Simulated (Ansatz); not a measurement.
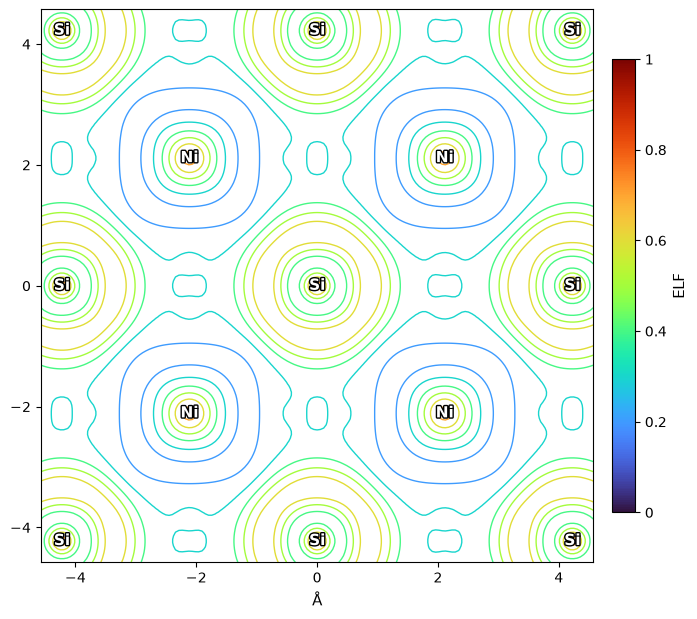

*Si₃Ni. ELF on the (110) plane of the calculation cell.*

Space group Fm-3m; started from the BiF3 (D0_3) prototype, which need not be the ambient phase; the program warned that a starting moment wasn't kept; spin-polarised, but the moments vanished.

The calculation used DFT PBE, scalar-relativistic, plane waves, PAW (Ansatz 0.2.0).

In a PAW calculation such maps are meaningful between the atoms, not at the nuclei.

Interpret the plot.

- The section cuts through Si and Ni sites.
- Si–Ni (2.99 Å): the ELF peaks at about 0.65 in the valence shell of Si, 0.9 Å from its nucleus, and drops to about 0.15 between the two atoms.
- The features right at Ni lie inside the PAW spheres, where the map follows smoothed inner orbitals and isn't to be read closely.
